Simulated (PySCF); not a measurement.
Vertical excitations of a molecule C₅H₆OSi from TDA-M06-2X/def2-SVPD (PySCF), as energy in eV (oscillator strength): 5.49 (0.000), 5.61 (0.000), 6.38 (0.001), 6.39 (0.001), 6.55 (0.004), 6.59 (0.003), 7.72 (0.025), 7.84 (0.083), 7.93 (0.020), 8.04 (0.010). Lowest triplet (TDA): 5.04 eV. Geometry optimised at PBE0-D3(BJ)/def2-SVP. One conformer was computed; it need not be the lowest.

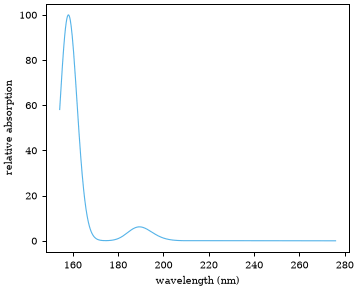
Figure. The lines broadened by 0.4 eV.

### Question
Identify the compound among the candidates.
(A) C#C[C@H]1OC(=C)[SiH2]1
(B) C#C/C=C/[SiH2]C=O
(C) C#C[Si](C)(O)C#C
(D) C=C=C1C[SiH2]C1=O

### Answer
C, C#C[Si](C)(O)C#C
